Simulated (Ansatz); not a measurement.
# CH6Ge (methyl germane): B2PLYP/def2-SVPD

What is the vertical ionisation energy of CH6Ge (methyl germane) at B2PLYP/def2-SVPD? 

The results are computed with Ansatz 0.2.0.

28 further runs of the same task are left out: 28 set aside as unsound or not needed.

## Step 1: The system as given

CH6Ge: 8 atoms, total charge 0, spin state singlet. As SMILES, `[CH3][GeH3]`. Geometry: relaxed at PBE0-D4/def2-TZVP.

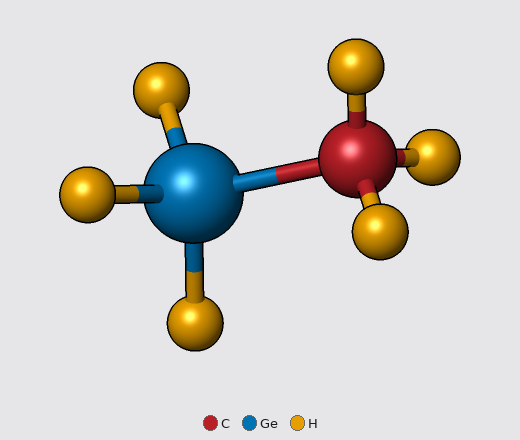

The structure, seen from a chosen angle (carbon red, germanium blue, hydrogen amber).

## Step 2: A single-point energy at B2PLYP/def2-SVPD

in.yaml reads:

```yaml
crystal:
  periodic: [false, false, false]
  atoms:
    - {symbol: C, position_ang: [-0.310900, 0.190300, -0.971400]}
    - {symbol: Ge, position_ang: [0.296900, -0.181900, 0.846700]}
    - {symbol: H, position_ang: [-1.380100, 0.404200, -0.976500]}
    - {symbol: H, position_ang: [0.218800, 1.052200, -1.378400]}
    - {symbol: H, position_ang: [-0.124600, -0.669400, -1.616000]}
    - {symbol: H, position_ang: [0.030700, 1.028200, 1.760100]}
    - {symbol: H, position_ang: [1.807100, -0.479600, 0.857700]}
    - {symbol: H, position_ang: [-0.445700, -1.401200, 1.422100]}
basis:
  gaussian:
    orbitals: def2-SVPD
hamiltonian:
  xc: {name: B2PLYP}
correlation:
  frozen_orbitals: {C: 1, Ge: 9, H: 0}
accuracy: high
output: {orbitals: {seedname: orbitals}}
```

Launch:

```bash
ansatz run in.yaml --threads 1 --pin off --max-ram 3480MiB --events-out events.jsonl --progress --plain --runs-dir runs
```

What it wrote:

```text
Warning: RAYON_NUM_THREADS=1 ignored (pool sized by the plan → 1); use --threads N
Functional definition: B2PLYP
  name "B2PLYP"
  parameter a = 0.53
  parameter c = 0.27
  exchange = (1 - a)*b88_x + a*exact_x
  correlation = (1 - c)*lyp_c + c*(mp2_os + mp2_ss)
2130 factors; integrals over basis functions are off by at most 4.4e-9 eV
mean field evaluation 1: about -57627.3206 eV, gradient 3.2e1 eV
mean field evaluation 2: about -57627.4315 eV, gradient 3.2e1 eV
mean field evaluation 4: about -57629.7701 eV, gradient 1.3e0 eV
mean field evaluation 8: about -57629.7784 eV, gradient 1.6e-2 eV
mean field evaluation 16: about -57629.7784 eV, gradient 1.4e-6 eV
mean field -57629.77842708 eV, -2117.8552943284 hartree, gradient 2.6e-8 eV, S^2 0.000000; 0 other end points of the search recorded, 0 dependent functions left out
10 core orbitals not correlated: weight in the atoms' cores, before any rotation towards them, 1.000 or more for the frozen orbitals, at most 0.000 for the correlated occupied ones
reference -57629.77845425 eV, -2117.8552953270 hartree; 12, 12 occupied and 84, 84 virtual orbitals, 2130 factors
second order -13.37938317 eV of doubles, -0.00000000 eV of singles
Total energy: -57633.39088771 eV, -2117.9880498079 hartree
```

It took 14 s on 1 thread of Arm Neoverse V1, shared host; peak memory 0.35 GiB.

## Step 3: The doublet cation

input.yaml reads:

```yaml
crystal:
  periodic: [false, false, false]
  atoms:
    - {symbol: C, position_ang: [-0.310900, 0.190300, -0.971400]}
    - {symbol: Ge, position_ang: [0.296900, -0.181900, 0.846700]}
    - {symbol: H, position_ang: [-1.380100, 0.404200, -0.976500]}
    - {symbol: H, position_ang: [0.218800, 1.052200, -1.378400]}
    - {symbol: H, position_ang: [-0.124600, -0.669400, -1.616000]}
    - {symbol: H, position_ang: [0.030700, 1.028200, 1.760100]}
    - {symbol: H, position_ang: [1.807100, -0.479600, 0.857700]}
    - {symbol: H, position_ang: [-0.445700, -1.401200, 1.422100]}
basis:
  gaussian:
    orbitals: def2-SVPD
total_charge: 1
magnetization:
  spin_polarized: true
  initial_magnetization: 1
hamiltonian:
  xc: {name: B2PLYP}
correlation:
  frozen_orbitals: {C: 1, Ge: 9, H: 0}
accuracy: high
output: {orbitals: {seedname: orbitals}}
```

Launch:

```bash
ansatz run input.yaml --threads 1 --pin off --max-ram 3480MiB --events-out events.jsonl --progress --plain --runs-dir runs
```

What it wrote (excerpt; [...] marks lines left out):

```text
Warning: RAYON_NUM_THREADS=1 ignored (pool sized by the plan → 1); use --threads N
[... 2 set-up lines as earlier in the session ...]
[...]
2130 factors; integrals over basis functions are off by at most 4.4e-9 eV
[...]
mean field -57618.79300632 eV, -2117.4515875616 hartree, gradient 9.9e-8 eV, S^2 0.755764; 2 other end points of the search recorded, 0 dependent functions left out
10 core orbitals not correlated: weight in the atoms' cores, before any rotation towards them, 1.000 or more for the frozen orbitals, at most 0.000 for the correlated occupied ones
reference -57618.79303366 eV, -2117.4515885664 hartree; 12, 11 occupied and 84, 85 virtual orbitals, 2130 factors
second order -12.28709649 eV of doubles, -0.00000000 eV of singles
Total energy: -57622.11054971 eV, -2117.5735050326 hartree
```

Wall time 24 s (1 thread of Arm Neoverse V1, shared host); peak memory 0.57 GiB.

## Step 4: Summary of results

At B2PLYP/def2-SVPD, 10 core orbitals frozen:

```
                                                                quantity           value
                                             singlet CH6Ge: total energy  -2117.98805 Eh
                        singlet CH6Ge: HOMO energy (SCF part's orbitals)       -10.05 eV
                        singlet CH6Ge: LUMO energy (SCF part's orbitals)         1.04 eV
                      singlet CH6Ge: HOMO–LUMO gap (SCF part's orbitals)        11.10 eV
                                            doublet cation: total energy  -2117.57351 Eh
doublet cation: HOMO energy (SCF part's orbitals) (highest over α and β)       -16.48 eV
 doublet cation: LUMO energy (SCF part's orbitals) (lowest over α and β)       -11.96 eV
                                                    doublet cation: ⟨S²⟩           0.756
                      vertical ionisation energy (to the doublet cation)       11.280 eV
```

In words: Removing an electron at fixed nuclei costs 11.28 eV (260 kcal/mol). −ε(HOMO) before ionisation, 10.05 eV, is 1.23 eV below this ionisation energy.
